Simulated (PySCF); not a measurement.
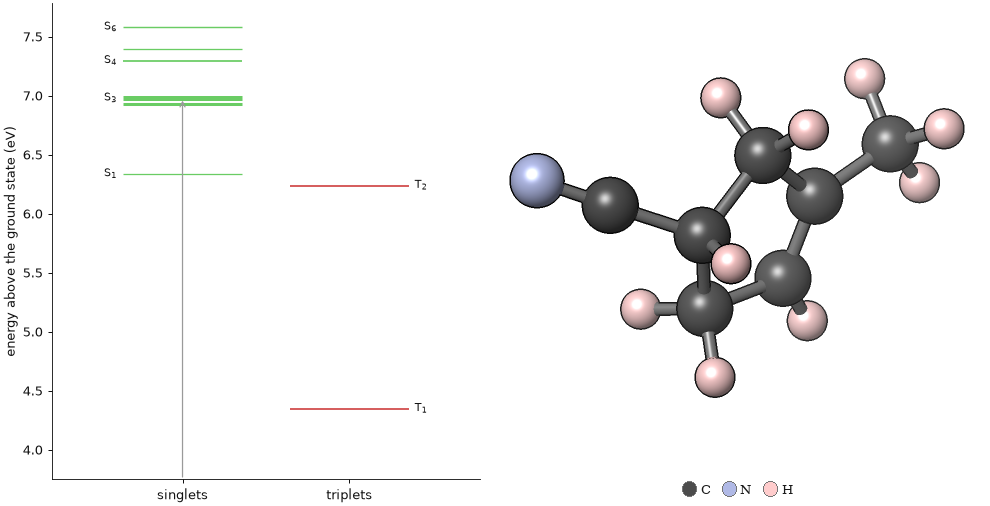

State diagram of C₇H₉N, SMILES CC1=CC[C@H](C#N)C1. Vertical TDDFT excitations, PBE0/def2-SVPD, PySCF, at a GFN2-xTB geometry (no frequency check), gas phase. Triplets in the Tamm-Dancoff approximation; only the lowest 6 singlets and 2 triplets were computed. Thicker singlet lines are brighter; the arrow marks the brightest. S0, at zero, lies below the range drawn.

Question: What is the vertical gap between S1 and T1?

Answer: 1.99 eV: S1 at 6.34 eV, T1 at 4.35 eV.

Question: What are the energy, strength and character of the state that the arrow marks?

Answer: S3 at 6.98 eV (178 nm), f = 0.180, mixed, the largest part being HOMO → LUMO (42 %) (S2 lies within 0.06 eV, too close to order).

Question: What character does the calculation give T1?

Answer: Mainly HOMO → LUMO (71 %).

Caveats: states above the negative HOMO energy depend on the basis; the tight-binding geometry is rougher than a DFT one and adds to the error; core orbitals are frozen in the response.
